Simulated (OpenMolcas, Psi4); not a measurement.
## How basis sets differ on GeSiH5 (SMILES [SiH2][GeH3])

GeSiH5: 7 atoms, total charge 0, spin state doublet. As SMILES, `[SiH2][GeH3]`. The shape is that of a PBE0-D4/def2-TZVP optimisation.

Quantity: the dipole moment, in D. The values are calculated.

| level | kind | program | value (D) | CPU time |
| --- | --- | --- | --- | --- |
| UHF/STO-3G | Hartree–Fock | OpenMolcas | 0.66 | 2.4 s |
| UHF/3-21G | Hartree–Fock | OpenMolcas | 0.26 | 2.7 s |
| UHF/def2-SVP (density fitting) | Hartree–Fock | Psi4 | 0.11 | 2.8 s |
| UHF/aug-cc-pVDZ | Hartree–Fock | OpenMolcas | 0.03 | 19 s |

All-electron rows without a relativistic Hamiltonian named are non-relativistic. The values span 0.03 to 0.66 D. Magnitudes only. Sets without polarisation functions give poor dipoles. Times are those of the runs behind each value, whatever else they computed, on shared processors of several kinds: orders of magnitude only.

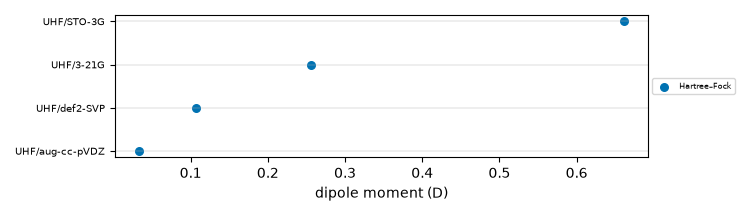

The values of the table, level by level.
